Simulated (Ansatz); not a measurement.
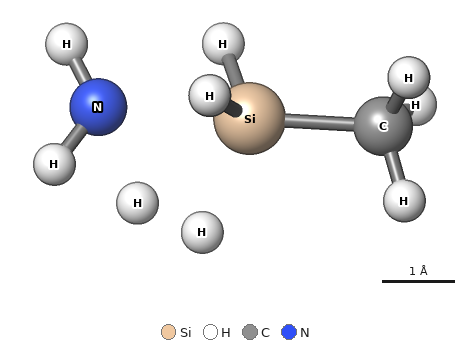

The structure as given in the input (ball-and-stick view, seen on its broad side). Bond lengths as drawn: C–H 1.11 Å, C–Si 1.87 Å, H–N 1.06 Å and H–Si 1.46 Å.

Geometry relaxation, with input and output: CH$_{9}$NSi (part 1 of 2)

CH$_{9}$NSi, computed with RKS B3LYP-D4/6-31G* (Ansatz 0.2.0).

The input holds or restrains some coordinates. Forces given for the steps count only the free coordinates. It belongs to a series of runs on one base structure; here: pulled along the bonds that form and break, towards end B.

## Log
```
The last accepted step is kept in [file] (removed where the run ends without a failure and the disk answers)
Engine: ansatz 0.2.0, aarch64-unknown-linux-gnu
Functional definition: B3LYP
  parameter a0 = 0.2
  parameter ax = 0.72
  parameter ac = 0.81
  exchange = (1 - a0 - ax)*slater_x + ax*b88_x + a0*exact_x
  correlation = (1 - ac)*vwn_rpa_c + ac*lyp_c
808 factors; integrals over basis functions are off by at most 7.5e-4 eV
mean field evaluation 1: about -10536.1800 eV, gradient 6.9e1 eV
mean field evaluation 2: about -10497.8508 eV, gradient 1.2e2 eV
mean field evaluation 4: about -10546.3949 eV, gradient 8.9e0 eV
mean field evaluation 8: about -10546.6213 eV, gradient 5.1e-1 eV
mean field evaluation 16: about -10546.6220 eV, gradient 5.8e-5 eV
mean field -10546.62202579 eV, -387.5812106907 hartree, gradient 5.8e-5 eV, S^2 0.000000; 0 other end points of the search recorded, 0 dependent functions left out
the calculation of the forces begins
reference -10546.62223798 eV, -387.5812184885 hartree; 18, 18 occupied and 49, 49 virtual orbitals, 808 factors
relax step   1: F+E_penalty+E_count = -10546.93700533 eV  Δ(F+E_penalty+E_count) = +0.000e0 eV  max|allowed force component| = 2.881e0 eV/Å  E_restraint = 22.60499877 eV  max|allowed force component, restraints' pulls added| = 2.532e1 eV/Å  Δτ_max = 0.0000 Å  (26 SCF iters, accepted)
  distance Si 0 - N 8 = 2.1200 Å
  distance H 11 - H 1 = 0.9938 Å
  distance Si 0 - H 1 = 1.8100 Å
  distance H 11 - N 8 = 1.4964 Å
these checks for a lower state are left out or cut short: starts, cluster_reference, orbital_swaps, neighbouring_geometries, increment
808 factors; integrals over basis functions are off by at most 5.7e-4 eV
mean field -10546.88216040 eV, -387.5907704613 hartree, gradient 4.1e-5 eV, S^2 0.000000; 0 other end points of the search recorded, 0 dependent functions left out
[... from here on the field's lines of each further geometry are left out, up to the last ...]
relax step   2: F+E_penalty+E_count = -10547.17604696 eV  Δ(F+E_penalty+E_count) = -2.390e-1 eV  max|allowed force component| = 3.046e0 eV/Å  E_restraint = 9.00369572 eV  max|allowed force component, restraints' pulls added| = 1.555e1 eV/Å  Δτ_max = 0.1925 Å  (34 SCF iters, accepted)
relax step   3: F+E_penalty+E_count = -10547.87462570 eV  Δ(F+E_penalty+E_count) = -6.986e-1 eV  max|allowed force component| = 2.884e0 eV/Å  E_restraint = 1.86885731 eV  max|allowed force component, restraints' pulls added| = 7.990e0 eV/Å  Δτ_max = 0.1947 Å  (33 SCF iters, accepted)
relax step   4: F+E_penalty+E_count = -10549.24556187 eV  Δ(F+E_penalty+E_count) = -1.371e0 eV  max|allowed force component| = 3.102e0 eV/Å  E_restraint = 0.02588426 eV  max|allowed force component, restraints' pulls added| = 2.647e0 eV/Å  Δτ_max = 0.1947 Å  (28 SCF iters, accepted)
relax step   5: F+E_penalty+E_count = -10550.03391312 eV  Δ(F+E_penalty+E_count) = -7.884e-1 eV  max|allowed force component| = 2.191e0 eV/Å  E_restraint = 0.03152312 eV  max|allowed force component, restraints' pulls added| = 1.003e0 eV/Å  Δτ_max = 0.1908 Å  (28 SCF iters, accepted)
relax step   6: F+E_penalty+E_count = -10550.54882133 eV  Δ(F+E_penalty+E_count) = -5.149e-1 eV  max|allowed force component| = 1.026e0 eV/Å  E_restraint = 0.07747078 eV  max|allowed force component, restraints' pulls added| = 1.251e0 eV/Å  Δτ_max = 0.1979 Å  (27 SCF iters, accepted)
relax step   7: F+E_penalty+E_count = -10550.91651552 eV  Δ(F+E_penalty+E_count) = -3.677e-1 eV  max|allowed force component| = 1.018e0 eV/Å  E_restraint = 0.09244656 eV  max|allowed force component, restraints' pulls added| = 1.688e0 eV/Å  Δτ_max = 0.1998 Å  (26 SCF iters, accepted)
relax step   8: F+E_penalty+E_count = -10551.17430540 eV  Δ(F+E_penalty+E_count) = -2.578e-1 eV  max|allowed force component| = 9.783e-1 eV/Å  E_restraint = 0.08146021 eV  max|allowed force component, restraints' pulls added| = 1.302e0 eV/Å  Δτ_max = 0.2000 Å  (26 SCF iters, accepted)
relax step   9: F+E_penalty+E_count = -10551.36768933 eV  Δ(F+E_penalty+E_count) = -1.934e-1 eV  max|allowed force component| = 1.306e0 eV/Å  E_restraint = 0.07740561 eV  max|allowed force component, restraints' pulls added| = 6.201e-1 eV/Å  Δτ_max = 0.1938 Å  (25 SCF iters, accepted)
relax step  10: F+E_penalty+E_count = -10551.44345897 eV  Δ(F+E_penalty+E_count) = -7.577e-2 eV  max|allowed force component| = 1.402e0 eV/Å  E_restraint = 0.06741855 eV  max|allowed force component, restraints' pulls added| = 2.619e-1 eV/Å  Δτ_max = 0.1999 Å  (26 SCF iters, accepted)
relax step  11: F+E_penalty+E_count = -10551.46994721 eV  Δ(F+E_penalty+E_count) = -2.649e-2 eV  max|allowed force component| = 1.436e0 eV/Å  E_restraint = 0.06556902 eV  max|allowed force component, restraints' pulls added| = 4.062e-1 eV/Å  Δτ_max = 0.1997 Å  (25 SCF iters, accepted)
relax step  12: F+E_penalty+E_count = -10551.50004035 eV  Δ(F+E_penalty+E_count) = -3.009e-2 eV  max|allowed force component| = 1.152e0 eV/Å  E_restraint = 0.08728422 eV  max|allowed force component, restraints' pulls added| = 9.774e-1 eV/Å  Δτ_max = 0.1847 Å  (23 SCF iters, accepted)
relax step  13: F+E_penalty+E_count = -10551.51574628 eV  Δ(F+E_penalty+E_count) = -1.571e-2 eV  max|allowed force component| = 1.133e0 eV/Å  E_restraint = 0.08172132 eV  max|allowed force component, restraints' pulls added| = 5.376e-1 eV/Å  Δτ_max = 0.1607 Å  (23 SCF iters, accepted)
relax step  14: F+E_penalty+E_count = -10551.54588378 eV  Δ(F+E_penalty+E_count) = -3.014e-2 eV  max|allowed force component| = 1.021e0 eV/Å  E_restraint = 0.08909346 eV  max|allowed force component, restraints' pulls added| = 6.458e-1 eV/Å  Δτ_max = 0.1963 Å  (22 SCF iters, accepted)
relax step  15: F+E_penalty+E_count = -10551.56616901 eV  Δ(F+E_penalty+E_count) = -2.029e-2 eV  max|allowed force component| = 1.149e0 eV/Å  E_restraint = 0.06472101 eV  max|allowed force component, restraints' pulls added| = 2.415e-1 eV/Å  Δτ_max = 0.1998 Å  (22 SCF iters, accepted)
relax step  16: F+E_penalty+E_count = -10551.60730298 eV  Δ(F+E_penalty+E_count) = -4.113e-2 eV  max|allowed force component| = 9.082e-1 eV/Å  E_restraint = 0.11744557 eV  max|allowed force component, restraints' pulls added| = 1.561e0 eV/Å  Δτ_max = 0.1978 Å  (23 SCF iters, rejected (line search))
relax step  17: F+E_penalty+E_count = -10551.57921676 eV  Δ(F+E_penalty+E_count) = -1.305e-2 eV  max|allowed force component| = 1.153e0 eV/Å  E_restraint = 0.06144591 eV  max|allowed force component, restraints' pulls added| = 1.519e-1 eV/Å  Δτ_max = 0.0988 Å  (23 SCF iters, accepted)
relax step  18: F+E_penalty+E_count = -10551.59541000 eV  Δ(F+E_penalty+E_count) = -1.619e-2 eV  max|allowed force component| = 9.328e-1 eV/Å  E_restraint = 0.07077094 eV  max|allowed force component, restraints' pulls added| = 6.211e-1 eV/Å  Δτ_max = 0.0975 Å  (23 SCF iters, accepted)
relax step  19: F+E_penalty+E_count = -10551.61840528 eV  Δ(F+E_penalty+E_count) = -2.300e-2 eV  max|allowed force component| = 1.107e0 eV/Å  E_restraint = 0.06271971 eV  max|allowed force component, restraints' pulls added| = 3.223e-1 eV/Å  Δτ_max = 0.1498 Å  (26 SCF iters, accepted)
relax step  20: F+E_penalty+E_count = -10551.66047781 eV  Δ(F+E_penalty+E_count) = -4.207e-2 eV  max|allowed force component| = 7.891e-1 eV/Å  E_restraint = 0.09273228 eV  max|allowed force component, restraints' pulls added| = 1.154e0 eV/Å  Δτ_max = 0.1944 Å  (26 SCF iters, accepted)
relax step  21: F+E_penalty+E_count = -10551.68516588 eV  Δ(F+E_penalty+E_count) = -2.469e-2 eV  max|allowed force component| = 8.600e-1 eV/Å  E_restraint = 0.07629680 eV  max|allowed force component, restraints' pulls added| = 1.082e0 eV/Å  Δτ_max = 0.1248 Å  (24 SCF iters, accepted)
relax step  22: F+E_penalty+E_count = -10551.67991797 eV  Δ(F+E_penalty+E_count) = +5.248e-3 eV  max|allowed force component| = 1.376e0 eV/Å  E_restraint = 0.04407023 eV  max|allowed force component, restraints' pulls added| = 1.774e-1 eV/Å  Δτ_max = 0.1145 Å  (23 SCF iters, accepted)
the calculation of the forces begins
reference -10551.37501888 eV, -387.7558799652 hartree; 18, 18 occupied and 49, 49 virtual orbitals, 808 factors
relax step  23: F+E_penalty+E_count = -10551.68751373 eV  Δ(F+E_penalty+E_count) = -7.596e-3 eV  max|allowed force component| = 1.318e0 eV/Å  E_restraint = 0.04857374 eV  max|allowed force component, restraints' pulls added| = 2.826e-2 eV/Å  Δτ_max = 0.0564 Å  (23 SCF iters, accepted)
  distance Si 0 - N 8 = 1.7925 Å
  distance H 11 - H 1 = 0.7077 Å
  distance Si 0 - H 1 = 2.6714 Å
  distance H 11 - N 8 = 2.2687 Å
808 factors; integrals over basis functions are off by at most 9.3e-4 eV
mean field evaluation 160: about -10551.3680 eV, gradient 5.4e-1 eV
```

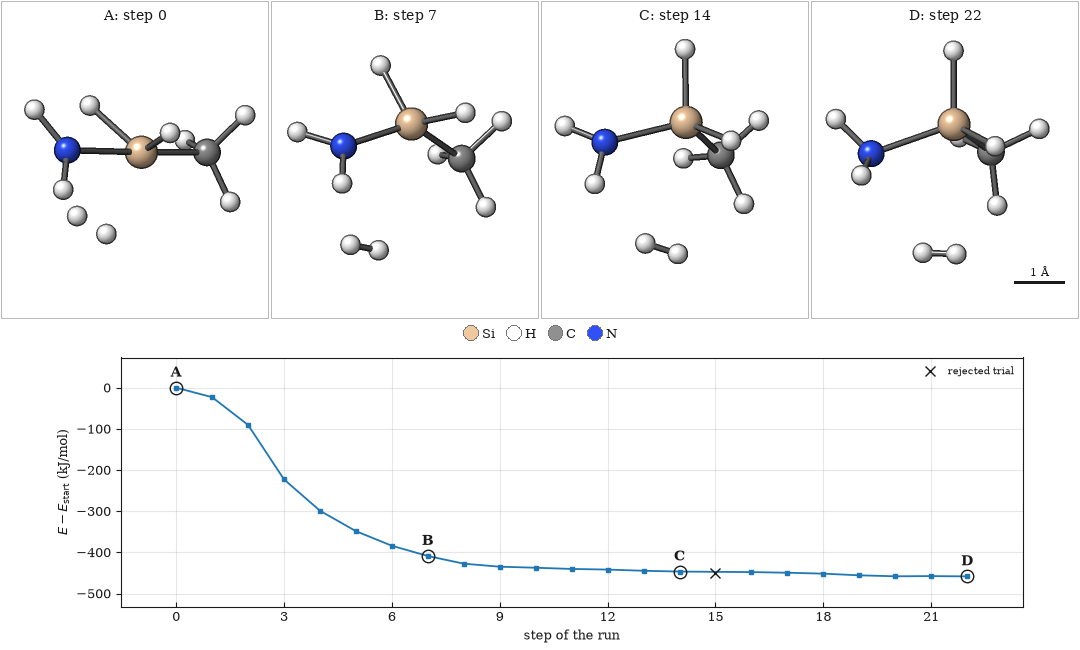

Frames of the restrained relaxation (ball-and-stick view, seen at a tilt) above the curves, on which the letters mark them (the first geometry is step 0 here and step 1 in the log).

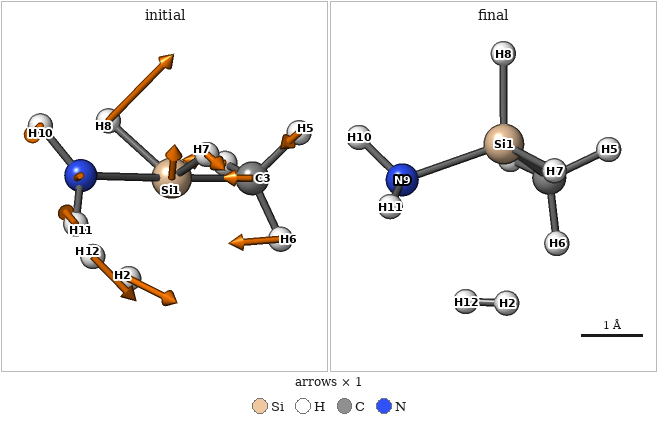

Before (left) and after (right) the restrained relaxation, at one scale (ball-and-stick view, seen at a tilt). The orange arrows give the displacements, at true length. After 22 geometry steps the energy has fallen by 458.4 kJ/mol. The largest force component goes from 2.9 to 1.3 eV/Å. The line search rejected the trial step at point 15 (counted from 0) and went back. H8 moves most after the best rigid fit: 1.76 Å. By element the largest moves are H 1.76 Å, N 0.85 Å, Si 0.72 Å, C 0.55 Å. Among the contacts that change: Si1–N9 2.120 → 1.792 Å, H2–H12 0.994 → 0.708 Å, N9–H11 1.060 → 1.014 Å, N9–H10 1.060 → 1.016 Å. New bonds form: H2–H12 (0.99 → 0.71 Å). Among the angles that change: C3–Si1–N9 178.9° → 112.2°, H7–Si1–N9 70.0° → 109.8°, H8–Si1–N9 70.0° → 108.9°. (Atoms are counted from 1 in the order of the input.)

```
mean field -10551.37480062 eV, -387.7558719439 hartree, gradient 6.1e-5 eV, S^2 0.000000; 1 other end points of the search recorded, 0 dependent functions left out
the calculation of the forces begins
reference -10551.37501888 eV, -387.7558799652 hartree; 18, 18 occupied and 49, 49 virtual orbitals, 808 factors
Total energy: -10551.68773199 eV, -387.7673719600 hartree
Atom 0 at    -0.457235     0.162796    -0.523996 Å, force    -0.550252    -0.466667     0.267136 eV/Å
Atom 1 at     0.086831     1.346170     1.808395 Å, force     0.693382     1.318478    -0.253350 eV/Å
Atom 2 at     1.335099    -0.373550    -0.360839 Å, force     0.008616    -0.013223     0.011062 eV/Å
Atom 3 at     1.404473    -1.467578    -0.346215 Å, force     0.008108     0.003013    -0.005671 eV/Å
Atom 4 at     1.918909    -0.012885    -1.216462 Å, force     0.004662    -0.001244    -0.000012 eV/Å
Atom 5 at     1.798870     0.002844     0.555637 Å, force    -0.000250    -0.003636     0.001514 eV/Å
Atom 6 at    -0.573595     1.645361    -0.499527 Å, force    -0.006994     0.006537     0.003124 eV/Å
Atom 7 at    -0.945631    -0.301251    -1.858129 Å, force    -0.001556     0.000109    -0.015677 eV/Å
Atom 8 at    -1.494975    -0.548005     0.753019 Å, force     0.314800     0.168915    -0.713854 eV/Å
Atom 9 at    -2.061311    -1.332840     0.443983 Å, force     0.011359    -0.009098     0.001580 eV/Å
Atom 10 at    -2.098998     0.106539     1.238173 Å, force    -0.016598     0.010599    -0.000154 eV/Å
Atom 11 at    -0.220138     0.772401     2.086561 Å, force    -0.465277    -1.013783     0.704301 eV/Å
Dipole moment:    -0.142437    -0.039597     0.007565 e Å
```

## Trajectory as extended XYZ (Å, eV, eV/Å), 18 of the 23 frames kept, from step=1 to step=23
```
12
Properties=species:S:1:pos:R:3:forces:R:3 step=1 energy=-10546.93700
Si    0.0000    0.0000    0.0000   -2.4616   0.5483  -0.3241
H     0.0000    0.0000    1.8100    0.6402   0.2210  -0.5409
C     1.7634    0.0000   -0.6227    0.9589  -0.1319   0.7962
H     2.1111   -1.0463   -0.7509    0.0312   0.5121   0.0785
H     1.8119    0.5276   -1.5981   -0.1217  -0.1910   0.4596
H     2.4154    0.5187    0.1108    0.0950  -0.2115  -0.5412
H    -0.6877    1.1914   -0.4862    1.1919   1.0041  -0.7159
H    -0.6877   -1.1914   -0.4862    0.8091  -0.9972  -0.4262
N    -2.0118    0.0000    0.6685   -0.1220   0.7139   2.8806
H    -2.7319   -0.6071    0.1822    0.7323   0.6483   1.7924
H    -2.2977    0.6071    1.4890   -1.4733  -0.1449  -1.9247
H    -0.9927    0.0000    1.7642   -0.2800  -1.9714  -1.5343
12
Properties=species:S:1:pos:R:3:forces:R:3 step=2 energy=-10547.17605
Si   -0.0871    0.0057   -0.1438   -3.0455   0.1945  -0.0067
H    -0.0335    0.0029    1.9986    0.3346   0.1822   0.4871
C     1.7598   -0.0008   -0.6171    0.3865  -0.2987   1.2128
H     2.1117   -1.0413   -0.7495   -0.0176   0.3932   0.0946
H     1.8128    0.5247   -1.5921   -0.2160  -0.1210   0.4030
H     2.4154    0.5172    0.1071   -0.0039  -0.1321  -0.3877
H    -0.6844    1.2232   -0.5083    0.7852   1.9667  -1.2637
H    -0.6889   -1.2204   -0.5032    0.4460  -1.7292  -1.2739
N    -2.0302    0.0294    0.5755    0.4420   0.9732   2.1966
H    -2.7374   -0.6126    0.1923    0.2809   0.1984   0.7960
H    -2.3114    0.5983    1.4503   -0.3554  -1.0005  -2.0958
H    -0.8346   -0.0263    1.8708    0.9634  -0.6269  -0.1625
12
Properties=species:S:1:pos:R:3:forces:R:3 step=4 energy=-10549.24556
Si   -0.3288    0.0264   -0.3037   -1.1173   0.2177  -0.0803
H     0.0426    0.0017    2.3195    3.1021   0.2007   1.1728
C     1.6839   -0.0197   -0.5643   -0.5602  -0.0815   0.2233
H     2.0887   -1.0306   -0.7295   -0.2548   0.0653   0.2319
H     1.7801    0.5064   -1.5451   -0.3219  -0.1637   0.4286
H     2.3714    0.5096    0.1118   -0.3414  -0.0133   0.1129
H    -0.6197    1.4191   -0.6523    0.8316   0.5701  -0.9354
H    -0.6889   -1.3538   -0.6931    0.2815  -0.1350  -1.2047
N    -2.0329    0.0989    0.4192    0.0222  -0.2280   1.2601
H    -2.6888   -0.6769    0.2491    0.7685  -0.0243   0.4443
H    -2.3035    0.5569    1.3185    0.1812  -0.1543  -1.1783
H    -0.6119   -0.0378    2.1503   -2.5914  -0.2538  -0.4752
12
Properties=species:S:1:pos:R:3:forces:R:3 step=5 energy=-10550.03391
Si   -0.3833    0.0491   -0.3221   -0.6660   0.0721  -0.6465
H     0.1040    0.0083    2.3212    2.1912   0.2321   0.7506
C     1.6201   -0.0276   -0.5182   -0.3720  -0.0415   0.3844
H     2.0323   -1.0345   -0.6785   -0.2705   0.0011   0.2619
H     1.7213    0.4927   -1.4952   -0.2965  -0.1131   0.2647
H     2.3043    0.5095    0.1533   -0.3053  -0.0036   0.1544
H    -0.5138    1.4645   -0.7863    0.1853  -0.1026  -0.4777
H    -0.6567   -1.3240   -0.8787    0.0035   0.4528  -0.7409
N    -2.0176    0.0668    0.4610    0.6628  -0.2735   0.2790
H    -2.6237   -0.7462    0.3511    0.4815  -0.0631   0.2524
H    -2.3179    0.6082    1.2723    0.1245   0.1011  -0.3760
H    -0.5766   -0.0669    2.2007   -1.7385  -0.2616  -0.1062
```
